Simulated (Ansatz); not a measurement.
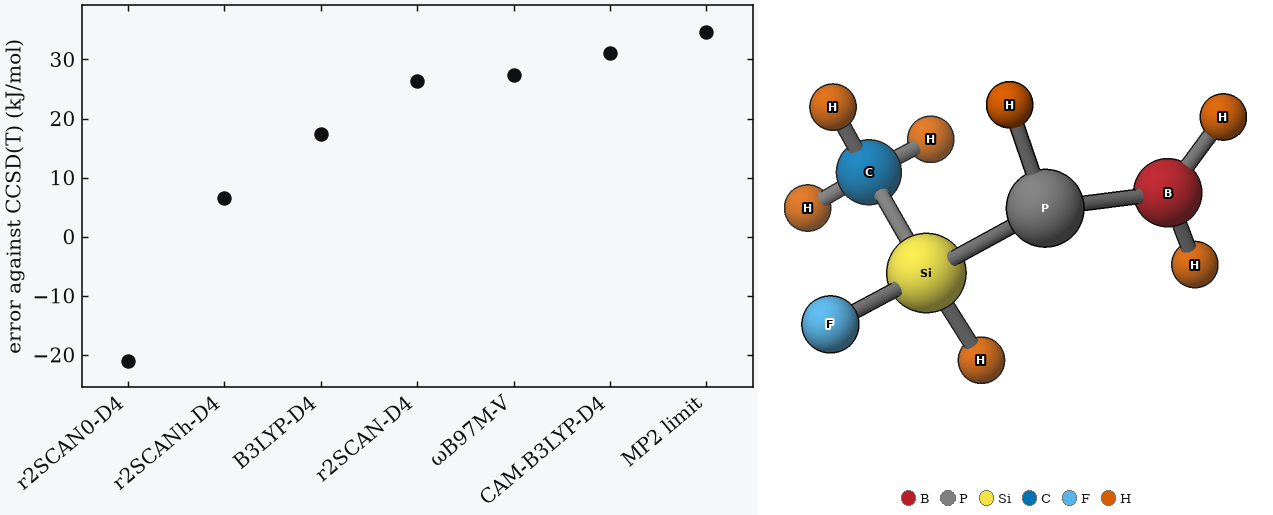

Error in the electronic atomisation energy (method less reference, so positive means overbinding) of CH₇BFPSi, SMILES BP[Si@H](C)F: functionals in def2-TZVPP against frozen-core CCSD(T) at the limit (MP2 extrapolated from triple and quadruple zeta, plus CCSD(T) less MP2 in a smaller set), which gives 4186.8 kJ/mol, at a PBE0-D4/def2-TZVP geometry (a minimum by its frequencies), no zero-point or spin-orbit term, the Ansatz code 0.2.0. The reference leaves out core correlation, a term that grows with the number of heavy atoms. Limit means the basis limit.

What range do the values span?

Answer. From −21.0 kJ/mol (r2SCAN0-D4) to 34.7 kJ/mol (MP2 limit).

Give the values.

Answer.
```tsv
level	kJ/mol
r2SCAN0-D4	−21.0
r2SCANh-D4	6.6
B3LYP-D4	17.4
r2SCAN-D4	26.3
ωB97M-V	27.3
CAM-B3LYP-D4	31.0
MP2 limit	34.7
```

Limits of at least one run: one conformer of a flexible molecule.
